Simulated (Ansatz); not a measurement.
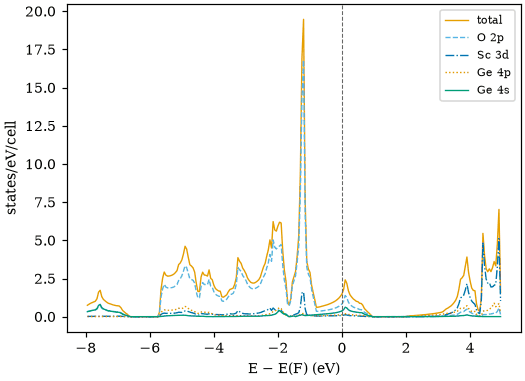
*Total and projected density of states of ScGeO$_{3}$ in space group P4mm (No. 99; Sc on 1b, Ge on 1a, O on 2c, O on 1b), the program Ansatz at the PBEsol level (PAW)*

Which orbitals carry the states next to the Fermi level?

Within 0.5 eV of the Fermi level: O 2p 56 %, Ge 4s 26 %, Ge 4p 9 %, Sc 3d 5 %. Projections are on Löwdin-orthogonalised atomic valence shells; empty p or d shells of many metals are not among them.

Where is the tallest occupied peak in this window, and what makes it?

Near -1.2 eV, about 19 states/eV per cell; the largest projected share is O 2p.

The start of the workflow was typed in or built on a structure type; neither database checked (COD, Materials Project) lists it. Whether it is the stable phase at ambient conditions was not checked. Symmetry was held in the PBEsol relaxation. At this level the phase is dynamically unstable (imaginary phonons). No spin polarisation was allowed. With an odd number of electrons in the cell and no spin polarisation, the count alone makes it a metal. Scalar-relativistic: spin–orbit coupling is off unless named, which matters more the heavier the elements.

Potentials: the earlier of the program's two PAW sets. The files were generated under PBE; for other functionals the program regenerates the frozen cores, and for LDA and PBEsol the local potential too.
